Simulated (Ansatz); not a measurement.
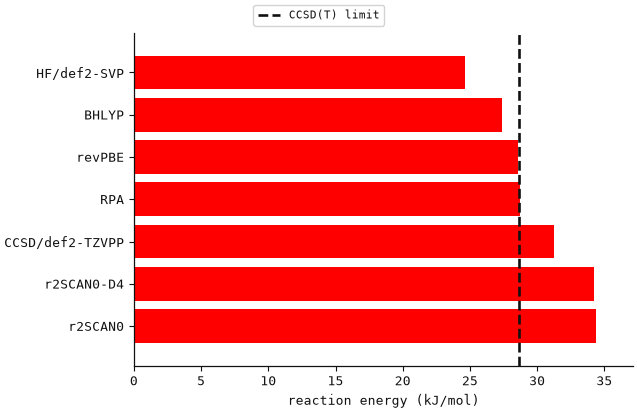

Electronic reaction energy of AlBr₂F ([F][Al]([Br])[Br]) + InHBr₂ ([Br][InH][Br]) → AlHBrF ([F][AlH][Br]) + InBr₃ ([Br][In]([Br])[Br]) (SMILES in brackets) at several levels (functionals in def2-TZVPP unless a basis is named), isolated molecules at PBE0-D4 triple-zeta geometries, minima by their frequencies, no zero-point or thermal terms, the Ansatz code 0.2.0. The line is frozen-core CCSD(T) at the basis limit (MP2 extrapolated from triple and quadruple zeta, plus CCSD(T) less MP2 in a smaller set). RPA holds a correlation term that converges slowly with the basis, so part of the distance to the limit is basis error. No dispersion term is added to BHLYP, revPBE and r2SCAN0. The distance of HF/def2-SVP and CCSD/def2-TZVPP to the limit includes basis error. Core potentials past Kr.

What range do the values span, the line included?

From 24.6 kJ/mol (HF/def2-SVP) to 34.4 kJ/mol (r2SCAN0).

What do zero-point energy and temperature add?

Zero-point change 0.4 kJ/mol; at 298.15 K and 1 bar the CCSD(T) limit plus thermal terms gives an enthalpy of reaction of 29.7 and a free energy of 30.0 kJ/mol (harmonic PBE0-D4 modes, ideal gas).

Caveats: no scalar relativity up to krypton; outer-core shells are correlated without core-valence functions, which makes the correlated values less sure; spin-orbit coupling is left out, and with In it can shift these values.
